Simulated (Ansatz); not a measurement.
# As₂H+ (triplet): correlated methods under varied settings

What do other methods and options give for As₂H+ (triplet) at this geometry, and how long do they take?

Method: the settings change from run to run; program: Ansatz 0.2.0, Gaussian basis.

20 further runs of the same task are left out: 9 that didn't finish, 11 set aside as unsound or not needed. Runs told in other sessions of the task aren't counted.

### 1 The geometry

The geometry is a PBE0/def2-TZVP stationary point (not a proven minimum) of the parent state, kept for this charge and spin. No spin-orbit coupling is included. The filled d shell of As may be among the frozen orbitals whatever the setting's name suggests.

3 atoms, charge 1, spin multiplicity 3.

Atoms are counted from 1 here; the program's logs count them from 0.

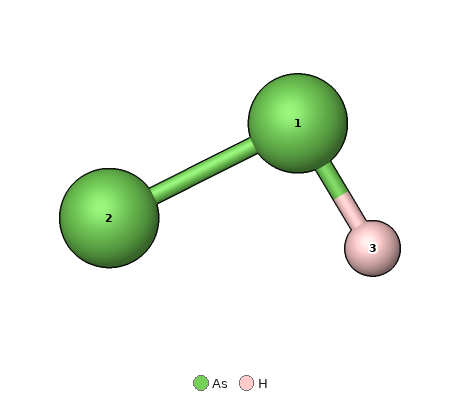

The geometry (arsenic green, hydrogen pink); atoms are numbered from 1 in the order of the file.

### 2 NEVPT4(SD)(10,7)/STO-3G

in.yaml reads:

```yaml
crystal:
  periodic: [false, false, false]
  atoms:
    - {symbol: As, position_ang: [0.000000, -0.035432, 1.102516]}
    - {symbol: As, position_ang: [0.000000, 0.015359, -1.119333]}
    - {symbol: H, position_ang: [0.000000, 1.492029, 1.250029]}
basis:
  gaussian: {orbitals: STO-3G}
total_charge: 1
magnetization: {spin_polarized: false, initial_magnetization: 2}
correlation: {method: fic_nevpt4_sd, electrons: all, active_space: {window: {electrons: 10, orbitals: 7}}}
```

The run is started by

```console
$ ansatz run in.yaml --threads 1 --pin off --events-out ev --progress --plain --max-ram 2393MiB
```

Log:

```text
Functional definition: HF
  name "HF"
  cite "Fock, Z. Phys. 61, 126 (1930) doi:10.1007/BF01340294"
  parent pbe
  exchange = exact_x
  correlation = 0
360 factors; integrals over basis functions are off by at most 2.1e-5 eV
mean field evaluation 1: about -120244.4578 eV, gradient 3.6e0 eV
mean field evaluation 2: about -120244.4653 eV, gradient 3.6e0 eV
mean field evaluation 4: about -120244.6366 eV, gradient 6.2e-1 eV
mean field evaluation 8: about -120244.6429 eV, gradient 1.5e-3 eV
mean field evaluation 16: about -120243.7357 eV, gradient 1.1e-5 eV
mean field evaluation 32: about -120243.8046 eV, gradient 5.5e-1 eV
mean field evaluation 64: about -120236.1861 eV, gradient 7.0e0 eV
mean field -120244.64293199 eV, -4418.9091230042 hartree, gradient 2.0e-6 eV, S^2 2.000000; 12 other end points of the search recorded, 0 dependent functions left out
reference -120244.64293199 eV, -4418.9091230042 hartree; 34, 32 occupied and 3, 5 virtual orbitals, 360 factors
state -120245.48511609 eV, -4418.9400726993 hartree
state -120245.48511609 eV, -4418.9400726993 hartree; corrected -120246.80142563 eV, -4418.9884461825 hartree
Total energy: -120246.80142563 eV, -4418.9884461825 hartree
```

It took 3.7 s on 1 thread of Arm Neoverse V1, shared host.

From the report: 221 determinants; active occupations 2.00, 2.00, 1.96, 1.74, 1.06, 0.97, 0.27.

### 3 CCSD(T) on ROHF/STO-3G

Edit in.yaml of step 2 so:

```diff
@@ -10,2 +10,2 @@
 magnetization: {spin_polarized: false, initial_magnetization: 2}
-correlation: {method: fic_nevpt4_sd, electrons: all, active_space: {window: {electrons: 10, orbitals: 7}}}
+correlation: {method: ccsd_t, electrons: outside_noble_gas}
```

The command is unchanged.

Log (excerpt; [...] marks lines left out):

```text
Functional definition: HF
  name "HF"
  cite "Fock, Z. Phys. 61, 126 (1930) doi:10.1007/BF01340294"
  parent pbe
[...]
360 factors; integrals over basis functions are off by at most 2.1e-5 eV
[...]
mean field -120244.64293199 eV, -4418.9091230042 hartree, gradient 2.0e-6 eV, S^2 2.000000; 14 other end points of the search recorded, 0 dependent functions left out
[...]
determinant -120244.64293199 eV, -4418.9091230042 hartree, with singles and doubles -120246.48031490 eV, -4418.9766455807 hartree
determinant -120243.73570265 eV, -4418.8757829409 hartree, with singles and doubles -120245.54597005 eV, -4418.9423090410 hartree
determinant -120243.72558507 eV, -4418.8754111268 hartree, with singles and doubles -120246.73305435 eV, -4418.9859335843 hartree
determinant -120242.54423856 eV, -4418.8319974432 hartree, with singles and doubles -120244.47963627 eV, -4418.9031219972 hartree
determinant -120241.70486395 eV, -4418.8011509955 hartree, with singles and doubles -120243.66641401 eV, -4418.8732366304 hartree
determinant -120244.64293199 eV, -4418.9091230042 hartree, with singles and doubles -120246.48093689 eV, -4418.9766684385 hartree
determinant -120243.72558507 eV, -4418.8754111268 hartree, with singles and doubles -120246.75089759 eV, -4418.9865893112 hartree
unrestricted determinant -120244.88365770 eV, -4418.9179695108 hartree, S^2 2.7777
28 core orbitals not correlated: weight in the atoms' cores, before any rotation towards them, 0.993 or more for the frozen orbitals, at most 0.005 for the correlated occupied ones
reference -120243.72558507 eV, -4418.8754111268 hartree; 6, 4 occupied and 3, 5 virtual orbitals, 360 factors
second order -2.12056524 eV of doubles, -0.05294784 eV of singles
cycle   1  -2.50125598 eV  change   -3.4e-1 eV  update   9.9e-2
[...]
cycle  17  -3.02531518 eV  change   -9.1e-8 eV  update   1.1e-5
perturbative correction -0.07401867 eV, -0.0027201360 hartree
WARN: these amplitudes may be one of several solutions (largest doubles amplitude 0.30, level shift 0.07 eV)
Total energy: -120246.82491892 eV, -4418.9893095451 hartree
```

Run time: 14 s. Hardware: 1 thread of Arm Neoverse V1, shared host.

From the report: correlation -3.0993 eV; T1 0.053; largest double amplitude 0.30. The report flags that the cluster equations may have other roots.

### 4 MP2 on ROHF/def2-mTZVP

Edit in.yaml of step 3 so:

```diff
@@ -7,5 +7,8 @@
 basis:
-  gaussian: {orbitals: STO-3G}
+  gaussian: {orbitals: def2-mTZVP}
 total_charge: 1
 magnetization: {spin_polarized: false, initial_magnetization: 2}
-correlation: {method: ccsd_t, electrons: outside_noble_gas}
+correlation: {method: mp2, electrons: outside_noble_gas}
+accuracy: high
+scf: {lower_state_search: off}
+output: {forces: true}
```

Same command.

Log (excerpt; [...] marks lines left out):

```text
Functional definition: HF
  name "HF"
  cite "Fock, Z. Phys. 61, 126 (1930) doi:10.1007/BF01340294"
  parent pbe
[...]
1168 factors; integrals over basis functions are off by at most 4.8e-9 eV
[...]
mean field -121598.18518438 eV, -4468.6508833156 hartree, gradient 6.2e-8 eV, S^2 2.000000; 0 other end points of the search recorded, 0 dependent functions left out
28 core orbitals not correlated: weight in the atoms' cores, before any rotation towards them, 1.000 or more for the frozen orbitals, at most 0.000 for the correlated occupied ones
reference -121598.18518438 eV, -4468.6508833156 hartree; 6, 4 occupied and 41, 43 virtual orbitals, 1168 factors
second order -4.27671682 eV of doubles, -0.07300714 eV of singles
[...]
Total energy: -121602.53490834 eV, -4468.8107327230 hartree
Atom 0 at     0.000000    -0.035432     1.102516 Å, force    -0.000000     0.020373     2.675261 eV/Å
Atom 1 at     0.000000     0.015359    -1.119333 Å, force     0.000000     0.009726    -2.749638 eV/Å
Atom 2 at     0.000000     1.492029     1.250029 Å, force     0.000000    -0.030098     0.074377 eV/Å
Dipole moment:    -0.000000     0.166681     0.056886 e Å
Checks for a lower state left out: starts, cluster_reference, orbital_swaps, neighbouring_geometries, increment
```

Wall time 8.5 s (1 thread of Arm Neoverse V1, shared host).

### 5 BCCD on ROHF/cc-pVDZ

in.yaml reads:

```yaml
crystal:
  periodic: [false, false, false]
  atoms:
    - {symbol: As, position_ang: [0.000000, -0.035432, 1.102516]}
    - {symbol: As, position_ang: [0.000000, 0.015359, -1.119333]}
    - {symbol: H, position_ang: [0.000000, 1.492029, 1.250029]}
basis:
  gaussian: {orbitals: cc-pVDZ, point_charges: [{charge: 1.00, position_ang: [4.169, 0.616, 0.947]}]}
total_charge: 1
magnetization: {spin_polarized: false, initial_magnetization: 2}
correlation: {method: bccd, electrons: outside_noble_gas}
scf: {lower_state_search: full}
output: {forces: true}
```

Launched as before.

Log (excerpt; [...] marks lines left out):

```text
Functional definition: HF
  name "HF"
  cite "Fock, Z. Phys. 61, 126 (1930) doi:10.1007/BF01340294"
  parent pbe
[...]
702 factors; integrals over basis functions are off by at most 1.2e-3 eV
[...]
mean field -121593.55181622 eV, -4468.4806101766 hartree, gradient 6.0e-6 eV, S^2 2.000000; 17 other end points of the search recorded, 0 dependent functions left out
[...]
determinant -121593.55181622 eV, -4468.4806101766 hartree, with singles and doubles -121598.75282228 eV, -4468.6717436238 hartree
determinant -121592.83250344 eV, -4468.4541759194 hartree, with singles and doubles -121598.59372585 eV, -4468.6658969377 hartree
determinant -121592.68783938 eV, -4468.4488596131 hartree, with singles and doubles -121597.85543043 eV, -4468.6387650815 hartree
determinant -121591.55526006 eV, -4468.4072380908 hartree, with singles and doubles -121596.96684648 eV, -4468.6061102239 hartree
[...]
determinant -121592.83250344 eV, -4468.4541759194 hartree, with singles and doubles -121598.58286844 eV, -4468.6654979354 hartree
28 core orbitals not correlated: weight in the atoms' cores, before any rotation towards them, 1.000 or more for the frozen orbitals, at most 0.000 for the correlated occupied ones
reference -121593.55181622 eV, -4468.4806101766 hartree; 6, 4 occupied and 25, 27 virtual orbitals, 702 factors
second order -4.22294813 eV of doubles, -0.07374284 eV of singles
cycle   1  -5.22574827 eV  change   -9.8e-3 eV  update   2.7e-2
[...]
cycle  28  -5.20231668 eV  change   -9.6e-8 eV  update   3.0e-7
[...]
Total energy: -121598.75413290 eV, -4468.6717917884 hartree
Atom 0 at     0.000000    -0.035432     1.102516 Å, force    -0.282716    -0.085006     2.800908 eV/Å
Atom 1 at     0.000000     0.015359    -1.119333 Å, force    -0.304870    -0.035002    -3.027209 eV/Å
Atom 2 at     0.000000     1.492029     1.250029 Å, force    -0.075744     0.047825     0.091246 eV/Å
Dipole moment:    -0.244337     0.111913    -0.040307 e Å
```

Run time: 27 s. Hardware: 1 thread of Arm Neoverse V1, shared host.

From the report: correlation -5.2023 eV; largest double amplitude 0.07.

### 6 MRCISD+Q(relaxed)(8,6)/cc-pVDZ

in.yaml reads:

```yaml
crystal:
  periodic: [false, false, false]
  atoms:
    - {symbol: As, position_ang: [0.000000, -0.035432, 1.102516]}
    - {symbol: As, position_ang: [0.000000, 0.015359, -1.119333]}
    - {symbol: H, position_ang: [0.000000, 1.492029, 1.250029]}
basis:
  gaussian: {orbitals: cc-pVDZ}
total_charge: 1
magnetization: {spin_polarized: false, initial_magnetization: 2}
correlation: {method: fic_mrcisd_q_relaxed, electrons: outside_noble_gas, active_space: {window: {electrons: 8, orbitals: 6}}}
accuracy: high
scf: {lower_state_search: off}
```

Same command.

Log (excerpt; [...] marks lines left out):

```text
Functional definition: HF
  name "HF"
  cite "Fock, Z. Phys. 61, 126 (1930) doi:10.1007/BF01340294"
  parent pbe
[...]
1172 factors; integrals over basis functions are off by at most 4.5e-9 eV
[...]
mean field -121596.83124695 eV, -4468.6011270328 hartree, gradient 1.4e-8 eV, S^2 2.000000; 0 other end points of the search recorded, 0 dependent functions left out
reference -121596.83124695 eV, -4468.6011270328 hartree; 34, 32 occupied and 25, 27 virtual orbitals, 1172 factors
state -121597.28041177 eV, -4468.6176335356 hartree
contracted CI cycle   1: correlation 0.00000000 eV, 0.0000000000 hartree, residual 1.47e1 eV
contracted CI cycle   2: correlation -4.21316562 eV, -0.1548309807 hartree, residual 3.06e0 eV
contracted CI cycle   3: correlation -4.42166755 eV, -0.1624932854 hartree, residual 9.75e-1 eV
[...]
contracted CI cycle  10: correlation -4.44873151 eV, -0.1634878675 hartree, residual 2.28e-3 eV
contracted CI cycle  11: correlation -4.44873166 eV, -0.1634878730 hartree, residual 1.08e-3 eV
contracted CI cycle  12: correlation -4.44873170 eV, -0.1634878743 hartree, residual 5.49e-4 eV
contracted CI cycle  13: correlation -4.44873170 eV, -0.1634878746 hartree, residual 2.37e-4 eV
contracted CI cycle  14: correlation -4.44873171 eV, -0.1634878747 hartree, residual 9.20e-5 eV
contracted CI cycle  15: correlation -4.44873171 eV, -0.1634878747 hartree, residual 3.43e-5 eV
contracted CI cycle  16: correlation -4.44873171 eV, -0.1634878747 hartree, residual 1.29e-5 eV
contracted CI cycle  17: correlation -4.44873171 eV, -0.1634878747 hartree, residual 5.56e-6 eV
state -121597.28041177 eV, -4468.6176335356 hartree; corrected -121602.20595078 eV, -4468.7986437555 hartree
Total energy: -121602.20595078 eV, -4468.7986437555 hartree
Checks for a lower state left out: stability, starts, cluster_reference, orbital_swaps, neighbouring_geometries, increment
```

Wall time 8.5 s (1 thread of Arm Neoverse V1, shared host).

From the report: 112 determinants; active occupations 2.00, 2.00, 1.95, 1.00, 1.00, 0.04.

### 7 MP2 on UHF/cc-pVDZ

Edit in.yaml of step 6 so:

```diff
@@ -9,4 +9,4 @@
 total_charge: 1
-magnetization: {spin_polarized: false, initial_magnetization: 2}
-correlation: {method: fic_mrcisd_q_relaxed, electrons: outside_noble_gas, active_space: {window: {electrons: 8, orbitals: 6}}}
+magnetization: {spin_polarized: true, initial_magnetization: 2}
+correlation: {method: mp2, electrons: outside_noble_gas}
 accuracy: high
```

The command is unchanged.

Log (excerpt; [...] marks lines left out):

```text
Functional definition: HF
  name "HF"
  cite "Fock, Z. Phys. 61, 126 (1930) doi:10.1007/BF01340294"
  parent pbe
[...]
1172 factors; integrals over basis functions are off by at most 4.5e-9 eV
[...]
mean field -121596.95814319 eV, -4468.6057903838 hartree, gradient 2.4e-8 eV, S^2 2.014673; 0 other end points of the search recorded, 0 dependent functions left out
28 core orbitals not correlated: weight in the atoms' cores, before any rotation towards them, 1.000 or more for the frozen orbitals, at most 0.000 for the correlated occupied ones
reference -121596.95814319 eV, -4468.6057903838 hartree; 6, 4 occupied and 25, 27 virtual orbitals, 1172 factors
second order -4.13793285 eV of doubles, -0.00000000 eV of singles
Total energy: -121601.09607604 eV, -4468.7578566112 hartree
Checks for a lower state left out: stability, starts, cluster_reference, orbital_swaps, neighbouring_geometries, increment
```

It took 2.6 s on 1 thread of Arm Neoverse V1, shared host.

From the report: ⟨S²⟩ of the determinant 2.015 (pure triplet: 2.00).

### 8 MRCISD+Q(6,4)/cc-pVDZ

Edit in.yaml of step 7 so:

```diff
@@ -9,4 +9,4 @@
 total_charge: 1
-magnetization: {spin_polarized: true, initial_magnetization: 2}
-correlation: {method: mp2, electrons: outside_noble_gas}
+magnetization: {spin_polarized: false, initial_magnetization: 2}
+correlation: {method: fic_mrcisd_q, electrons: outside_noble_gas, active_space: {window: {electrons: 6, orbitals: 4}}}
 accuracy: high
```

The command is unchanged.

Log (excerpt; [...] marks lines left out):

```text
Functional definition: HF
  name "HF"
  cite "Fock, Z. Phys. 61, 126 (1930) doi:10.1007/BF01340294"
  parent pbe
[...]
1172 factors; integrals over basis functions are off by at most 4.5e-9 eV
[...]
mean field -121596.83124695 eV, -4468.6011270328 hartree, gradient 1.4e-8 eV, S^2 2.000000; 0 other end points of the search recorded, 0 dependent functions left out
reference -121596.83124695 eV, -4468.6011270328 hartree; 34, 32 occupied and 25, 27 virtual orbitals, 1172 factors
state -121596.83124695 eV, -4468.6011270328 hartree
contracted CI cycle   1: correlation 0.00000000 eV, 0.0000000000 hartree, residual 1.52e1 eV
contracted CI cycle   2: correlation -4.61765153 eV, -0.1696955637 hartree, residual 2.38e0 eV
contracted CI cycle   3: correlation -4.76919953 eV, -0.1752648501 hartree, residual 6.70e-1 eV
contracted CI cycle   4: correlation -4.78109608 eV, -0.1757020403 hartree, residual 2.09e-1 eV
[...]
contracted CI cycle   9: correlation -4.78240852 eV, -0.1757502715 hartree, residual 1.19e-3 eV
contracted CI cycle  10: correlation -4.78240856 eV, -0.1757502728 hartree, residual 3.65e-4 eV
contracted CI cycle  11: correlation -4.78240856 eV, -0.1757502729 hartree, residual 1.21e-4 eV
contracted CI cycle  12: correlation -4.78240856 eV, -0.1757502729 hartree, residual 4.36e-5 eV
contracted CI cycle  13: correlation -4.78240856 eV, -0.1757502729 hartree, residual 1.70e-5 eV
contracted CI cycle  14: correlation -4.78240856 eV, -0.1757502729 hartree, residual 6.25e-6 eV
contracted CI cycle  15: correlation -4.78240856 eV, -0.1757502729 hartree, residual 2.08e-6 eV
state -121596.83124695 eV, -4468.6011270328 hartree; corrected -121602.17230271 eV, -4468.7974072117 hartree
WARN: 2 active orbitals are nearly empty or full. The corrections depend on them more than the energy does, and are more stable in an active space without them
Total energy: -121602.17230271 eV, -4468.7974072117 hartree
Checks for a lower state left out: stability, starts, cluster_reference, orbital_swaps, neighbouring_geometries, increment
```

Wall time 6 s (1 thread of Arm Neoverse V1, shared host).

From the report: 6 determinants; active occupations 2.00, 2.00, 1.00, 1.00. The report marks this result as in doubt.

### 9 CASSCF(6,4)/cc-pVDZ

Edit in.yaml of step 8 so:

```diff
@@ -10,4 +10,2 @@
 magnetization: {spin_polarized: false, initial_magnetization: 2}
-correlation: {method: fic_mrcisd_q, electrons: outside_noble_gas, active_space: {window: {electrons: 6, orbitals: 4}}}
-accuracy: high
-scf: {lower_state_search: off}
+correlation: {active_space: {window: {electrons: 6, orbitals: 4}}}
```

Launched as before.

Log:

```text
Functional definition: HF
  name "HF"
  cite "Fock, Z. Phys. 61, 126 (1930) doi:10.1007/BF01340294"
  parent pbe
  exchange = exact_x
  correlation = 0
702 factors; integrals over basis functions are off by at most 1.2e-3 eV
mean field evaluation 1: about -121596.3292 eV, gradient 7.4e0 eV
mean field evaluation 2: about -121596.3313 eV, gradient 7.4e0 eV
mean field evaluation 4: about -121596.8188 eV, gradient 6.8e-1 eV
mean field evaluation 8: about -121596.8311 eV, gradient 9.0e-3 eV
mean field evaluation 16: about -121595.7682 eV, gradient 8.9e-2 eV
mean field evaluation 32: about -121596.3395 eV, gradient 1.4e0 eV
mean field evaluation 64: about -121595.8749 eV, gradient 1.7e-2 eV
mean field -121596.83110926 eV, -4468.6011219731 hartree, gradient 2.3e-6 eV, S^2 2.000000; 12 other end points of the search recorded, 0 dependent functions left out
reference -121596.83110926 eV, -4468.6011219731 hartree; 34, 32 occupied and 25, 27 virtual orbitals, 702 factors
state -121596.83136301 eV, -4468.6011312982 hartree
Total energy: -121596.83136301 eV, -4468.6011312982 hartree
```

It took 30 s on 1 thread of Arm Neoverse V1, shared host.

From the report: 16 determinants; active occupations 2.00, 2.00, 1.00, 1.00.

### 10 CCSDT(Q) on ROHF/cc-pVDZ

Edit in.yaml of step 9 so:

```diff
@@ -10,2 +10,3 @@
 magnetization: {spin_polarized: false, initial_magnetization: 2}
-correlation: {active_space: {window: {electrons: 6, orbitals: 4}}}
+correlation: {method: ccsdt_q, electrons: outside_noble_gas}
+scf: {lower_state_search: off}
```

Launched as before.

Log (excerpt; [...] marks lines left out):

```text
Functional definition: HF
  name "HF"
  cite "Fock, Z. Phys. 61, 126 (1930) doi:10.1007/BF01340294"
  parent pbe
[...]
1178 factors; integrals over basis functions are off by at most 2.1e-7 eV
[...]
mean field -121596.83124664 eV, -4468.6011270216 hartree, gradient 2.2e-6 eV, S^2 2.000000; 0 other end points of the search recorded, 0 dependent functions left out
28 core orbitals not correlated: weight in the atoms' cores, before any rotation towards them, 1.000 or more for the frozen orbitals, at most 0.000 for the correlated occupied ones
reference -121596.83124664 eV, -4468.6011270216 hartree; 6, 4 occupied and 25, 27 virtual orbitals, 1178 factors
second order -4.20929885 eV of doubles, -0.07134760 eV of singles
cycle   1  -4.91409986 eV  change   -6.3e-1 eV  update   8.1e-2
[...]
cycle  20  -5.39575923 eV  change    9.5e-7 eV  update   8.6e-7
perturbative correction -0.01151801 eV, -0.0004232791 hartree
Total energy: -121602.23852388 eV, -4468.7998407950 hartree
Checks for a lower state left out: stability, starts, cluster_reference, orbital_swaps, neighbouring_geometries, increment
```

It took 15 s on 1 thread of Arm Neoverse V1, shared host.

From the report: correlation -5.4073 eV; T1 0.025; largest double amplitude 0.06.

### 11 The runs in one table

Where basis and cores are those of an earlier UCCSDT(Q)/cc-pVDZ run (-121602.2444 eV), and the records show the same count of frozen orbitals and kind of state, the miss against it is given; a blank cell means that this couldn't be shown. † marks a result that the program doubts.

| level | correlated | functions | energy (eV) | from UCCSDT(Q) (meV) | time |
| --- | --- | --- | --- | --- | --- |
| NEVPT4(SD)(10,7)/STO-3G | all | 37 | -120246.8014 |  | 3.7 s |
| CCSD(T) on ROHF/STO-3G † | outside noble gas | 37 | -120246.8249 |  | 14 s |
| MP2 on ROHF/def2-mTZVP | outside noble gas | 75 | -121602.5349 |  | 8.5 s |
| BCCD on ROHF/cc-pVDZ (beside a point charge) | outside noble gas | 59 | -121598.7541 |  | 27 s |
| MRCISD+Q(relaxed)(8,6)/cc-pVDZ | outside noble gas | 59 | -121602.2060 | 38.5 | 8.5 s |
| MP2 on UHF/cc-pVDZ | outside noble gas | 59 | -121601.0961 | 1148.4 | 2.6 s |
| MRCISD+Q(6,4)/cc-pVDZ † | outside noble gas | 59 | -121602.1723 | 72.1 | 6 s |
| CASSCF(6,4)/cc-pVDZ |  | 59 | -121596.8314 | 5413.1 | 30 s |
| CCSDT(Q) on ROHF/cc-pVDZ | outside noble gas | 59 | -121602.2385 | 5.9 | 15 s |

### 12 Results

| quantity | value |
| --- | --- |
| runs | 9 |
| quickest | MP2 on UHF/cc-pVDZ, 2.6 s |
| slowest | CASSCF(6,4)/cc-pVDZ, 30 s |

Total energies in different bases, with other cores or another treatment of relativity can't be set against each other. «valence» and «outside noble gas» are the program's key words; the logs give how many orbitals each freezes, and for Ga to Kr the 3d shell needn't follow the word's plain sense. CASSCF(6,4)/cc-pVDZ took 11 times as long as MP2 on UHF/cc-pVDZ; the jobs differ in more than the method. Among the correlated runs with a miss given, it spans +6 to +1148 meV. Hartree-Fock, CASSCF and CASCI lack dynamic correlation by design.
